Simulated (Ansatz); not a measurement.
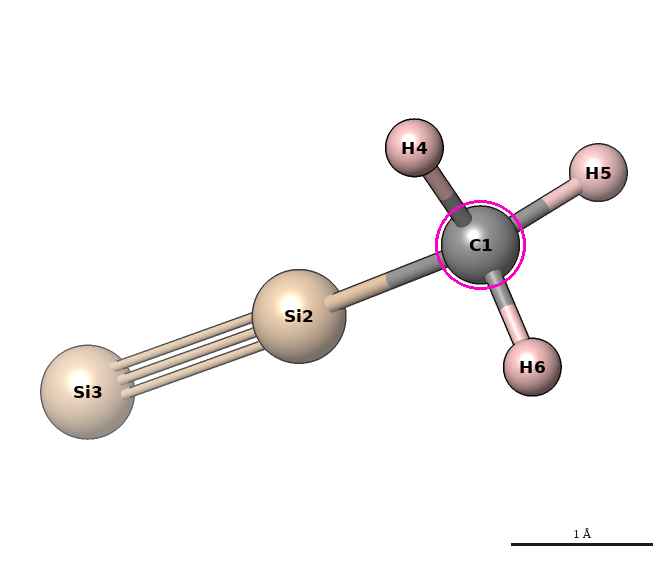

Orthographic view. Distant atoms are faded towards the background colour. The species is neutral and a spin doublet. The geometry was computed by an optimisation with PBE0-D4/def2-TZVP. No frequency run is at hand to confirm it as a minimum.

### Which atoms are bonded to the circled atom?

The circled atom is C1; it is bonded to Si2, H4, H5, H6.

### Which atom is farthest from the viewer?

Si3, 2.1 Å behind the mean position.

### Of C1 and Si2, which is nearer the viewer?

C1; the bond to Si2 points away from the viewer, so it looks shorter than its 1.87 Å.
